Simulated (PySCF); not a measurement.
C2H5P2 (charge −1)

Input

```
{"job": {"kind": "nmr", "xc": "PBE0", "basis": "pcSseg-1", "pop": false}, "charge": -1, "multiplicity": 1}
C     -1.762100    -0.707000     1.019800
C     -0.758900    -0.335900     0.216000
P      0.937700    -0.883700     0.515600
P      1.954800     0.248100    -0.947400
H     -2.720500    -0.372700     0.776300
H     -1.572800    -1.426000     1.769200
H     -1.010000     0.252600    -0.652300
H      2.745200    -0.827600    -1.398900
H      3.165200     0.805000    -0.189900
```

Launched as:

```sh
OMP_NUM_THREADS=1 python probes_run.py task.json out
```

Geometry: GFN2-xTB, MD frame at 250 fs, 300 K.

Computed with PBE0/pcSseg-1, SCF density, gas phase, non-relativistic in PySCF.

**What will maps of the electron density and electron localisation function show?**

C–C (1.34 Å): ρ is about 2.3 e/Å³ halfway; the ELF peaks at about 0.90 between the atoms; a multiple bond.
C–P (1.81 Å): the density is about 1.1 e/Å³ at the midpoint; the ELF peaks at about 0.95 between the atoms, as expected for localised, covalent bonding.
P–P (2.11 Å): ρ at the midpoint is about 0.91 e/Å³; the ELF peaks at about 0.90 between the atoms (a shared electron pair).
C–H (1.04 Å): ρ is about 2.1 e/Å³ halfway; the ELF climbs to about 1 towards the hydrogen, as it does in any bond to H (a covalent bond by its length).

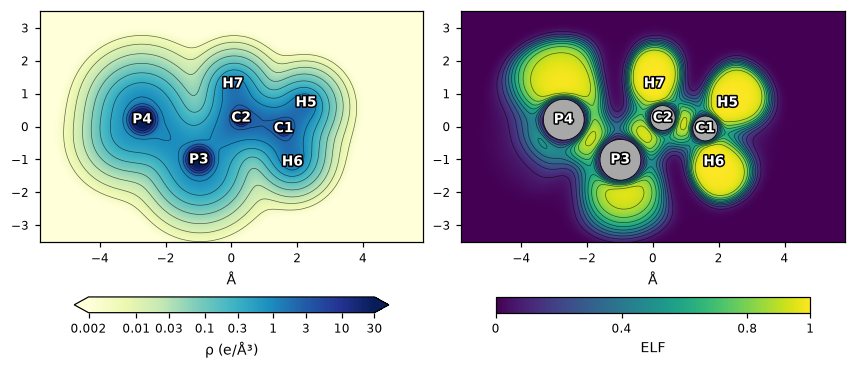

Computed electron density and electron localisation function on the plane of atoms C2, P3 and P4, in this order. Grey discs cover the atomic cores in the ELF map. 
